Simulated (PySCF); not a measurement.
# C4H5FOSi: electronic excitations

Wanted: the electronic excitations of C4H5FOSi (`O=C1C=C(F)[SiH2]C1`), by calculation.

Programs: PySCF 2.14.0, with density-fitted response routines of our own. Each step states its level of theory. These are calculated values for one molecule in the gas phase, unless marked as measured. Atoms count from 0, in the outputs and in this text.

**1. Starting geometry**

12 atoms, charge 0, multiplicity 1; geometry from: GFN2-xTB.

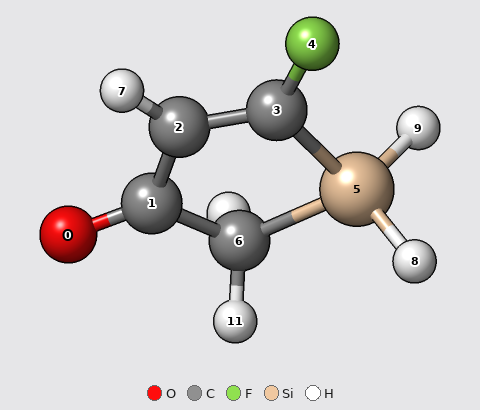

The starting geometry (oxygen red, carbon grey, fluorine green, silicon light orange, hydrogen white), atoms numbered; sticks join atoms by distance.

**2. Ultraviolet spectrum: CAM-B3LYP/def2-SVPD**

The job: settings as JSON, then the geometry in Å.

```
{"job": {"kind": "uv", "xc": "CAM-B3LYP", "basis": "def2-SVPD", "nstates": 8, "ntriplets": 3}, "charge": 0, "multiplicity": 1}
O     -1.010979    -2.338974     0.355194
C     -0.478317    -1.261791     0.240310
C      0.977053    -1.067933     0.177743
C      1.381499     0.171334    -0.108660
F      2.679939     0.483711    -0.219341
Si    -0.037538     1.408263    -0.351886
C     -1.261221     0.041684     0.137442
H      1.628580    -1.913701     0.333967
H     -0.126705     1.837479    -1.745821
H      0.057785     2.526863     0.583600
H     -1.711142     0.220332     1.115674
H     -2.097754    -0.107953    -0.544248
```

Method: TDDFT CAM-B3LYP/def2-SVPD, vertical, gas phase, core orbitals frozen in the response.

On the command line:

```
> OMP_NUM_THREADS=1 python probes_run.py task.json out
```

This one command runs all jobs of the session in turn.

Standard output:

```text
coarse grid: 11240 points
cycle   1  E = -619.2491615164  dE =  1.207e+00  |g| = 9.011e-01  |ddm| = 5.093e+00
cycle   2  E = -618.9220687849  dE =  3.271e-01  |g| = 1.604e+00  |ddm| = 2.756e+00
cycle   3  E = -619.4205229475  dE = -4.985e-01  |g| = 1.276e-01  |ddm| = 1.936e+00
cycle   4  E = -619.4233032862  dE = -2.780e-03  |g| = 7.301e-02  |ddm| = 2.493e-01
cycle   5  E = -619.4243153503  dE = -1.012e-03  |g| = 1.606e-02  |ddm| = 9.132e-02
cycle   6  E = -619.4243720070  dE = -5.666e-05  |g| = 6.145e-03  |ddm| = 3.175e-02
cycle   7  E = -619.4243824307  dE = -1.042e-05  |g| = 1.579e-03  |ddm| = 1.275e-02
cycle   8  E = -619.4243835710  dE = -1.140e-06  |g| = 6.003e-04  |ddm| = 5.742e-03
final grid: 106432 points
cycle   9  E = -619.5240459159  dE = -2.307e-05  |g| = 3.520e-03  |ddm| = 6.638e-02
cycle  10  E = -619.5240438044  dE =  2.112e-06  |g| = 5.040e-03  |ddm| = 9.692e-03
cycle  11  E = -619.5240483780  dE = -4.574e-06  |g| = 4.989e-04  |ddm| = 4.983e-03
cycle  12  E = -619.5240484165  dE = -3.851e-08  |g| = 2.254e-04  |ddm| = 7.168e-04
cycle  13  E = -619.5240484252  dE = -8.753e-09  |g| = 6.840e-05  |ddm| = 2.748e-04
cycle  14  E = -619.5240484262  dE = -9.751e-10  |g| = 1.021e-05  |ddm| = 1.028e-04
converged SCF energy = -619.5240484262

Static polarisability (au): isotropic 73.568, principal 53.422 72.229 95.052

Singlet excitations
state   eV       nm        f      main configurations
  1   4.0607    305.3   0.00015   H->L 0.90
  2   6.1080    203.0   0.25764   H-1->L 0.89
  3   6.3867    194.1   0.00318   H-2->L 0.92
  4   6.7868    182.7   0.00133   H->L+4 0.55, H->L+3 0.20, H->L+2 0.09
  5   7.1584    173.2   0.04037   H->L+1 0.41, H->L+2 0.37
  6   7.3167    169.5   0.00426   H-3->L 0.61, H-1->L+1 0.16, H-4->L 0.10
  7   7.3650    168.3   0.00547   H-1->L+1 0.56, H-3->L 0.15, H-1->L+2 0.14
  8   7.4420    166.6   0.12954   H->L+1 0.44, H->L+2 0.30, H->L+4 0.12

Triplet excitations (Tamm-Dancoff, eV): 3.5867 3.8048 5.8540
```

Run time: 33 s. Hardware: 1 thread of Arm Neoverse V2, shared host; peak memory 0.83 GiB.

The orbitals next to the gap, with their largest atomic shares:

| orbital | eV | atoms |
| --- | --- | --- |
| HOMO−3 | -11.66 | Si5 23 %, C6 18 %, H8 14 % |
| HOMO−2 | -10.95 | C3 21 %, C6 20 %, Si5 20 % |
| HOMO−1 | -9.61 | C2 31 %, C3 25 %, O0 15 % |
| HOMO | -9.01 | O0 62 %, C6 12 %, C1 11 % |
| LUMO | -0.63 | C3 27 %, O0 19 %, C1 19 % |
| LUMO+1 | 0.74 | Si5 37 %, H9 12 %, H8 12 % |
| LUMO+2 | 0.93 | Si5 40 %, C3 11 %, H9 10 % |

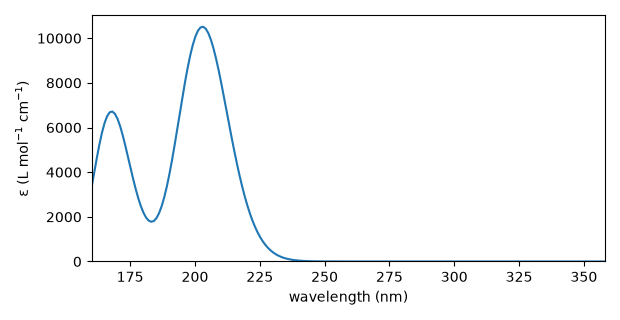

Absorption spectrum: each of the 8 states is a Gaussian band of 0.4 eV half-width at 1/e. Beyond the last state computed it falls off for lack of states.

Further results of this job:

| property | computed |
| --- | --- |
| dipole moment (D) | 3.04 |
| polarisability (Å³) | 10.90 |
| HOMO–LUMO gap (eV) | 8.37 |
| −ε(HOMO) (eV) | 9.01 |

**3. Outcome**

```
                                quantity                        value
    lowest singlet (CAM-B3LYP/def2-SVPD)  4.06 eV (305 nm), f = 0.000
brightest single state of those computed  state 2, 6.11 eV, f = 0.258
                          lowest triplet                      3.59 eV
```

In words: The first singlet state (HOMO→LUMO 0.90) lies at 4.06 eV and is dark; of the 8 states computed, the strongest absorption comes from state 2 at 6.11 eV (the last state computed is bright too, and its partners may lie past the list). The lowest triplet lies 0.47 eV below the lowest singlet (triplets in Tamm-Dancoff, singlets in full TDDFT).
